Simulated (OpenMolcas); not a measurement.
**AlCl3 (aluminium trichloride (monomer)) at 6 levels**

Wanted: a comparison of 6 runs (HF/6-311+G**, B2PLYP/6-311+G**, M06-L/6-311+G**, PBE/6-311+G**, PBE0/6-311+G**, revPBE/6-311+G**) of AlCl3 (aluminium trichloride (monomer)). 

Program for the calculation: OpenMolcas 26.06.

1 further run of the same task is left out (set aside as unsound or not needed).

### Step 1. The molecule

AlCl3: 4 atoms, total charge 0, spin state singlet. SMILES: `Cl[Al](Cl)Cl`. The shape is that of a PBE0-D4/def2-TZVP optimisation.

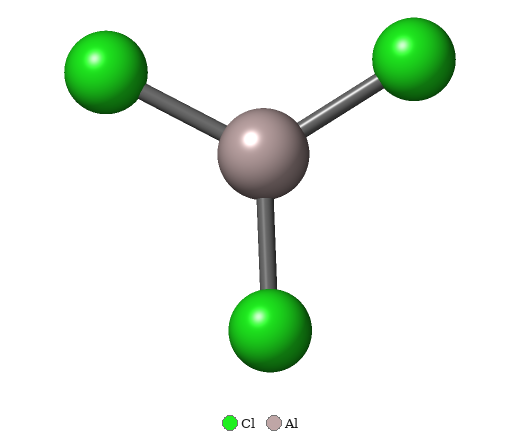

Viewed from a chosen angle; chlorine green, aluminium light grey.

### Step 2. Energy and forces at HF/6-311+G(d,p) (run 1)

Contents of run.inp:

```
>>> EXPORT MOLCAS_PRINT=2

&GATEWAY
  BASLIB
  $CurrDir
  COORD
  4
  angstrom
  Cl      -1.135050      -0.108440       1.726210
  Al       0.000010       0.000000      -0.000020
  Cl       1.741960      -1.104030      -0.163630
  Cl      -0.606920       1.212480      -1.562570
  BASIS
  6-311pGss
  GROUP
  NoSym

&SEWARD

&SCF
  THRESHOLDS
  1e-10 1e-07 1e-07 1e-05
  PRORBITALS
  1 1

&ALASKA
```

The basis set 6-311+G** is read from a file made from the Basis Set Exchange's data (not shown).

The run is started by

```sh
$ export MOLCAS_MEM=1860
$ pymolcas run.inp > run.log
```

The program printed:

```text
--- Start Module: gateway ---
[...]
--- Stop Module: gateway /rc=_RC_ALL_IS_WELL_ ---
[...]
      Basis functions          120
[...]
--- Start Module: scf ---
[...]
       Convergence after  12 Iterations
[...]
::    Total SCF energy                              -1620.6719123289
[...]
      Total spin, S                                     0.0000000000
[...]
      Total electronic charge=   64.000000
      Total            charge=   -0.000000
[...]
      Dipole Moment (debye):
      Origin of the operator (angstrom)=   -0.0000    0.0000   -0.0000
                   X=  6.8302E-05               Y= -1.7603E-05               Z= -1.2358E-04           Total=  1.4229E-04
      Quadrupole Moment (debye*angstrom):
[...]
--- Stop Module: scf /rc=_RC_ALL_IS_WELL_ ---
[...]
--- Start Module: alaska ---
[...]
 *              Molecular gradients               *
 **************************************************
  Irreducible representation: a
 ------------------------------------------------------------------------------------------
                              X                       Y                       Z
 ------------------------------------------------------------------------------------------
  CL1               9.37241477984685E-04    8.97362090039877E-05   -1.42548171917767E-03
  AL2              -1.47766106807111E-06   -1.49923906806300E-07    1.44724571577457E-06
  CL3              -1.43380066328547E-03    9.07950816133152E-04    1.36470611396877E-04
  CL4               4.98036846414251E-04   -9.97537101238066E-04    1.28756386217432E-03
 ------------------------------------------------------------------------------------------
--- Stop Module: alaska /rc=_RC_ALL_IS_WELL_ ---
[...]
```

Run time: 15 s. Hardware: 1 thread of Intel Xeon 6975P-C (Granite Rapids), shared host; peak memory 0.76 GiB.

### Step 3. The energy at B2PLYP/6-311+G(d,p) (run 2)

Contents of test.inp:

```
* AlCl3 Kohn-Sham DFT
&GATEWAY
BasLib = $CurrDir
Coord
4
angstrom
Cl      -1.135050      -0.108440       1.726210
Al       0.000010       0.000000      -0.000020
Cl       1.741960      -1.104030      -0.163630
Cl      -0.606920       1.212480      -1.562570
Basis = 6-311pGss
Group = NoSym
&SEWARD
GridInput
Grid=UltraFine
End of Grid
&SCF
KSDFT = B2PLYP_SCF
Thresholds = 1e-10 1e-07 1e-07 1e-05
PrOrbitals = 0
&MBPT2
Frozen = 20
```

The basis set 6-311+G** is read from a file made from the Basis Set Exchange's data (not shown).

The run is started by

```sh
$ export MOLCAS_MEM=1860
$ pymolcas test.inp > test.log
```

The program printed:

```text
--- Start Module: gateway ---
[...]
--- Stop Module: gateway /rc=_RC_ALL_IS_WELL_ ---
[...]
      Basis functions          120
[...]
--- Start Module: scf ---
[...]
       Convergence after  12 Iterations
[...]
::    Total KS-DFT energy                           -1622.5704719137
[...]
      Total spin, S                                     0.0000000000
[...]
      Total electronic charge=   64.000000
      Total            charge=   -0.000000
[...]
      Dipole Moment (debye):
      Origin of the operator (angstrom)=   -0.0000    0.0000   -0.0000
                   X=  6.3936E-05               Y= -1.7358E-05               Z= -1.1153E-04           Total=  1.2973E-04
      Quadrupole Moment (debye*angstrom):
[...]
--- Stop Module: scf /rc=_RC_ALL_IS_WELL_ ---
[...]
--- Start Module: mbpt2 ---
[...]
 ###    WARNING: MP2 implementation intended for RHF references only         ###
 ###############################################################################
MBPT2 WARNING: Reference function according to RunFile:KS-DFT
I'll assume you know what you're doing and continue
WARNING!
Default frozen orbitals as non valence orbitals is overwritten by user input.
Default values:  17
[...]
       Reference weight ( Cref**2 )         =        0.79740
::    Total MBPT2 energy                            -1623.1308940256
[...]
      Total MBPT2 calculations                           0.56      0.62
--- Stop Module: mbpt2 /rc=_RC_ALL_IS_WELL_ ---
[...]
```

Run time: 19 s. Hardware: 1 thread of Intel Xeon 6975P-C (Granite Rapids), shared host; peak memory 0.76 GiB.

Runs 3 to 4 aren't shown in full; the table further down has their settings and results.

### Step 4. Energy and forces at PBE0/6-311+G(d,p) (run 5)

Contents of mol.input:

```
* AlCl3 Kohn-Sham DFT

&GATEWAY
  BasLib = $CurrDir
  Coord
  4
  angstrom
  Cl      -1.135050      -0.108440       1.726210
  Al       0.000010       0.000000      -0.000020
  Cl       1.741960      -1.104030      -0.163630
  Cl      -0.606920       1.212480      -1.562570
  Basis = 6-311pGss
  Group = NoSym

&SEWARD
  GridInput
  Grid=UltraFine
  End of Grid

&SCF
  KSDFT = PBE0
  Thresholds = 1e-10 1e-07 1e-07 1e-05
  PrOrbitals = 1

&ALASKA
```

The basis set 6-311+G** is read from a file made from the Basis Set Exchange's data (not shown).

The run is started by

```sh
$ export MOLCAS_MEM=1860
$ pymolcas mol.input > mol.log
```

The program printed:

```text
--- Start Module: gateway ---
[...]
--- Stop Module: gateway /rc=_RC_ALL_IS_WELL_ ---
[...]
      Basis functions          120
[...]
--- Start Module: scf ---
[...]
       Convergence after  13 Iterations
[...]
::    Total KS-DFT energy                           -1622.7094927278
[...]
      Total spin, S                                     0.0000000000
[...]
      Total electronic charge=   64.000000
      Total            charge=   -0.000000
[...]
      Dipole Moment (debye):
      Origin of the operator (angstrom)=   -0.0000    0.0000   -0.0000
                   X=  5.6449E-05               Y= -1.2308E-05               Z= -1.0683E-04           Total=  1.2145E-04
      Quadrupole Moment (debye*angstrom):
[...]
--- Stop Module: scf /rc=_RC_ALL_IS_WELL_ ---
[...]
--- Start Module: alaska ---
[...]
 *              Molecular gradients               *
 **************************************************
  Irreducible representation: a
 ------------------------------------------------------------------------------------------
                              X                       Y                       Z
 ------------------------------------------------------------------------------------------
  CL1               7.94174100541056E-04    7.51683392807845E-05   -1.20617941813350E-03
  AL2              -3.14872323669191E-06    4.91343359522723E-06   -6.12146249141712E-06
  CL3              -1.21674643972369E-03    7.68217341029498E-04    1.20285869155357E-04
  CL4               4.25721062436324E-04   -8.48299113854978E-04    1.09201501154388E-03
 ------------------------------------------------------------------------------------------
--- Stop Module: alaska /rc=_RC_ALL_IS_WELL_ ---
[...]
```

It took 24 s on 1 thread of Intel Xeon 6975P-C (Granite Rapids), shared host; peak memory 0.76 GiB.

### Step 5. Energy and gradient at revPBE/6-311+G(d,p) (run 6)

Contents of test.inp:

```
&gateway
 baslib=$CurrDir
 coord
 4
 angstrom
 Cl      -1.135050      -0.108440       1.726210
 Al       0.000010       0.000000      -0.000020
 Cl       1.741960      -1.104030      -0.163630
 Cl      -0.606920       1.212480      -1.562570
 basis=6-311pGss
 group=NoSym

&seward
 gridinput
 Grid=UltraFine
 End of Grid

&scf
 ksdft=revPBE
 thresholds=1e-10 1e-07 1e-07 1e-05
 prorbitals=0

&alaska
```

The basis set 6-311+G** is read from a file made from the Basis Set Exchange's data (not shown).

The run is started by

```sh
$ export MOLCAS_MEM=1860
$ pymolcas test.inp > test.log
```

The program printed:

```text
--- Start Module: gateway ---
[...]
--- Stop Module: gateway /rc=_RC_ALL_IS_WELL_ ---
[...]
      Basis functions          120
[...]
--- Start Module: scf ---
[...]
       Convergence after  12 Iterations
[...]
::    Total KS-DFT energy                           -1622.9639497337
[...]
      Total spin, S                                     0.0000000000
[...]
      Total electronic charge=   64.000000
      Total            charge=   -0.000000
[...]
      Dipole Moment (debye):
      Origin of the operator (angstrom)=   -0.0000    0.0000   -0.0000
                   X=  5.4086E-05               Y= -1.2432E-05               Z= -9.8893E-05           Total=  1.1340E-04
      Quadrupole Moment (debye*angstrom):
[...]
--- Stop Module: scf /rc=_RC_ALL_IS_WELL_ ---
[...]
--- Start Module: alaska ---
[...]
 *              Molecular gradients               *
 **************************************************
  Irreducible representation: a
 ------------------------------------------------------------------------------------------
                              X                       Y                       Z
 ------------------------------------------------------------------------------------------
  CL1               5.59980271816585E-03    5.33807635955119E-04   -8.51378537076286E-03
  AL2              -4.05518493471488E-06    7.00582916333338E-06   -8.83778406343032E-06
  CL3              -8.59277656610757E-03    5.44244398751204E-03    8.14287049639262E-04
  CL4               2.99702903284427E-03   -5.98325745262329E-03    7.70833610521393E-03
 ------------------------------------------------------------------------------------------
--- Stop Module: alaska /rc=_RC_ALL_IS_WELL_ ---
[...]
```

It took 22 s on 1 thread of Intel Xeon 6975P-C (Granite Rapids), shared host; peak memory 0.76 GiB.

### Step 6. All runs side by side

```csv
run,level,task,frozen core orbitals,energy (Eh),dipole moment (D),HOMO energy (eV),LUMO energy (eV),wall time
1,HF/6-311+G**,gradient,–,-1620.671912,0.00,-12.75,0.69,15 s
2,B2PLYP/6-311+G**,energy,20,-1622.721786,0.00,-10.66,-0.69,19 s
3,M06-L/6-311+G**,gradient,–,-1623.254563,0.00,-8.32,-1.91,26 s
4,PBE/6-311+G**,gradient,–,-1622.574835,0.00,-8.07,-2.45,22 s
5,PBE0/6-311+G**,gradient,–,-1622.709493,0.00,-9.47,-1.66,24 s
6,revPBE/6-311+G**,gradient,–,-1622.963950,0.00,-8.01,-2.34,22 s
```

### Step 7. Outcome

| quantity | value |
| --- | --- |
| run 6: total energy | -1622.96395 Eh |
| run 6: dipole moment | 0.00 D |
| run 6: HOMO energy | -8.01 eV |
| run 6: LUMO energy | -2.34 eV |
| run 6: HOMO–LUMO gap | 5.67 eV |
| run 6: largest force on an atom | 0.525 eV/Å |

In words: The HOMO–LUMO gap runs from 5.61 eV (PBE/6-311+G**) to 13.44 eV (HF/6-311+G**). Exact exchange widens orbital gaps. For B2PLYP the log adds the whole second-order term; the table takes 0.27 of it, as the functional is defined. Totals of different functionals can't be ranked against each other. All runs together took 2.1 min, the longest 26 s.
